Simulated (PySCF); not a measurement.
```xyz
11

N     2.9114    1.0846   -0.1696
C     2.1797    0.2063   -0.1015
Si    0.9576   -1.2097    0.0199
C    -0.6413   -0.4457    0.5662
Si   -1.5132    1.0071   -0.2177
H     0.9023   -1.7795   -1.3315
H     1.5146   -2.1556    0.9905
H    -1.0888   -0.8515    1.4642
H    -0.9655    2.2574    0.3207
H    -2.9421    0.9256    0.0996
H    -1.3092    0.9637   -1.6669
```

Geometry: GFN2-xTB.

Computed with UKS B3LYP, pcH-1 on C H N Si, non-relativistic, mean-field spin-orbit, GIAO in PySCF 2.14.0, density-fitted response routines.

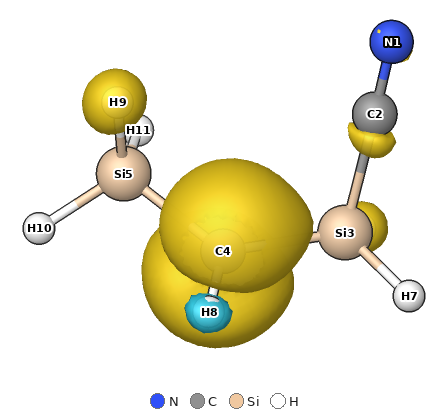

C$_{2}$H$_{6}$NSi$_{2}$ (doublet). Isosurfaces of the spin density (α minus β) at +0.02 (yellow) and −0.02 e/Å³ (cyan), seen across its widest extent.

Describe the spin distribution.

Answer. The unpaired spin (1 electron) lies mostly on C4 (about 0.7), in electrons by Hirshfeld's partition.
